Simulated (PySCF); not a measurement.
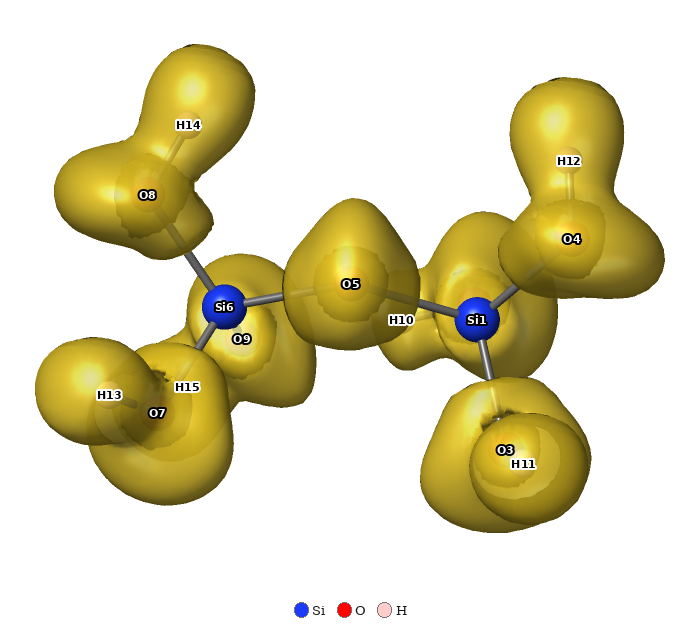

The picture shows: H$_{6}$O$_{7}$Si$_{2}$. Isosurface of the electron localisation function at 0.75 (yellow), seen across its widest extent. Only the valence region is drawn (cores and ρ < 0.01 e/Å³ removed).

Geometry: PBE0-D3(BJ)/def2-SVP.

All numbers below come from PySCF 2.14.0, PBE0/pcSseg-1, SCF density, gas phase, non-relativistic.

```xyz
15

Si    0.1521   -1.1244    1.1599
O     0.8002   -2.0887    0.0082
O    -1.3817   -1.5905    1.5085
O     1.0185   -1.1675    2.5554
O     0.1568    0.4431    0.5780
Si   -0.1635    1.0574   -0.9059
O    -1.6776    1.6502   -1.1351
O     0.8869    2.2886   -1.2077
O    -0.0124   -0.2401   -1.9346
H     0.6071   -1.7636   -0.8867
H    -1.7816   -1.1959    2.2880
H     1.9575   -0.9780    2.4835
H    -1.7804    2.5951   -0.9903
H     1.7250    2.2446   -0.7386
H    -0.5396   -0.2064   -2.7386
```

**What do the ELF domains correspond to?**

The surface consists of one region wrapped around O (its lone pairs, merged into a ring or cap) and six joined regions spread over several atoms (H, O), in which their bonds and any lone pairs are merged.

Values along the shortest contacts:
Si–O (1.64 Å): the ELF peaks at about 0.85 between the atoms: a shared but strongly polarised pair. O–H (0.96 Å): the ELF climbs to about 1 towards the hydrogen, as it does in any bond to H; an ordinary covalent bond to hydrogen.
